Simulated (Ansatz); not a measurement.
**CH₅OSi (doublet): density, localisation and related maps**

The calculation's input:

```
crystal:
  periodic: [false, false, false]
  atoms:
    - { symbol: O, position_ang: [-0.74209, 1.00074, -1.03698] }
    - { symbol: C, position_ang: [-0.29245, 0.57025, 0.24116] }
    - { symbol: Si, position_ang: [0.55947, -1.13754, 0.14677] }
    - { symbol: H, position_ang: [-1.42, 0.39111, -1.34572] }
    - { symbol: H, position_ang: [-1.11702, 0.59787, 0.96514] }
    - { symbol: H, position_ang: [0.42856, 1.3311, 0.55377] }
    - { symbol: H, position_ang: [1.08688, -1.55153, 1.44048] }
    - { symbol: H, position_ang: [1.49666, -1.202, -0.96462] }
magnetization:
  spin_polarized: true
  initial_magnetization: 1
basis:
  gaussian: { orbitals: def2-SVP }
hamiltonian:
  xc: b3lyp
relax:
  f_tol: 0.015
  max_steps: 40
output:
  orbitals: {}
```

Run with:

```sh
ansatz run input.yaml --threads 1 --pin off --max-ram 2048MiB --backend cpu --events-out ev --progress --plain --runs-dir out
```

The fields are those of the relaxed geometry.

All numbers below come from UKS B3LYP/def2-SVP in Ansatz 0.2.0.

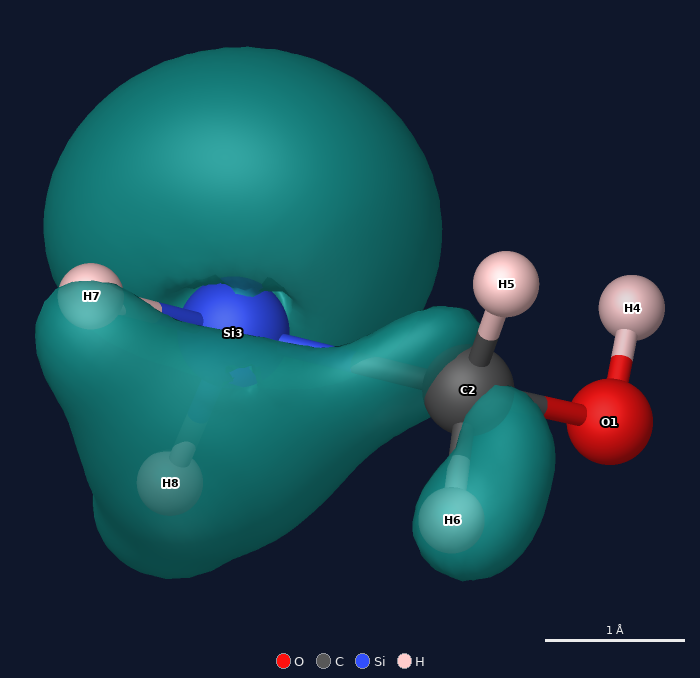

Figure 1. Isosurface of the spin density (α minus β) at +0.015 e/Å³ (teal), seen from one side.

Which atoms carry the spin?

The unpaired spin (1 electron) lies mostly on Si3 (about 0.8), in electrons by Hirshfeld's partition.

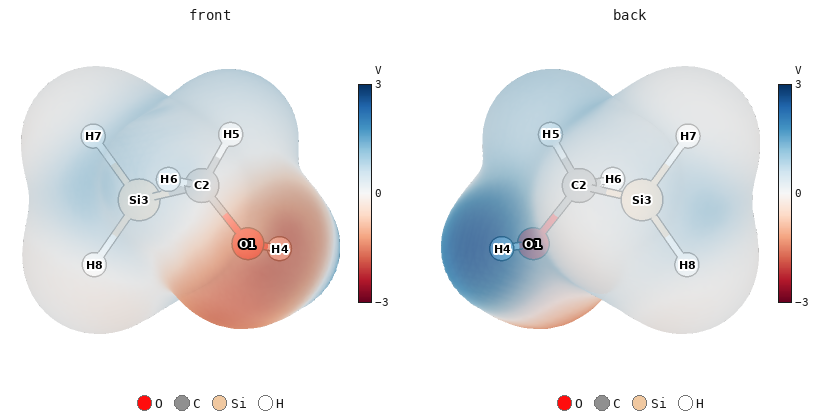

Figure 2. The electrostatic potential painted on the density surface at 0.002 e/bohr³, seen from the front and from behind; red is negative and blue positive.

Describe the electrostatic potential map.

The most negative region (about −1.6 V) lies over O1, the most positive (about +2.3 V) over H4. O1 is the likeliest acceptor of a hydrogen bond.

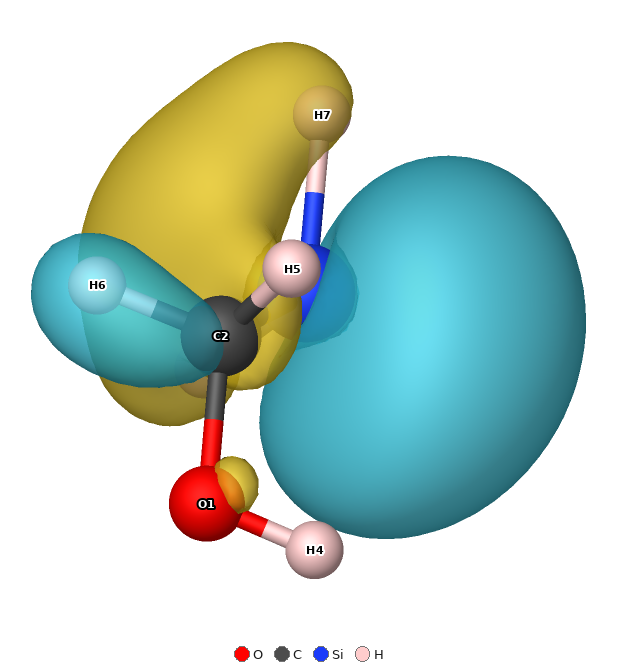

Figure 3. One frontier orbital at ±0.1 Å⁻³ᐟ² (yellow and cyan are the two phases), seen at an oblique angle.

Which orbital is it: HOMO (β) or LUMO (β)?

The LUMO (β), at −2.72 eV. It lies mainly on Si3 (about 75 %) and C2 (about 5 %).

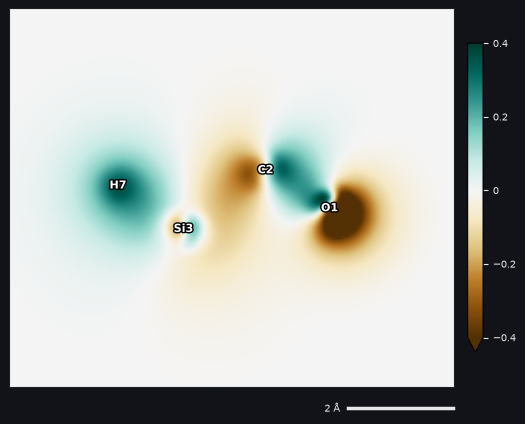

Figure 4. The HOMO−1 (β) on the plane of atoms C2, Si3 and H7 (values in Å⁻³ᐟ²; the overall sign is arbitrary).

What is the character of this orbital?

It lies mainly on O1 (about 45 %), C2 (about 20 %), H6 (about 5 %), H7 (about 5 %) and H5 (about 5 %). Its energy is −8.93 eV.
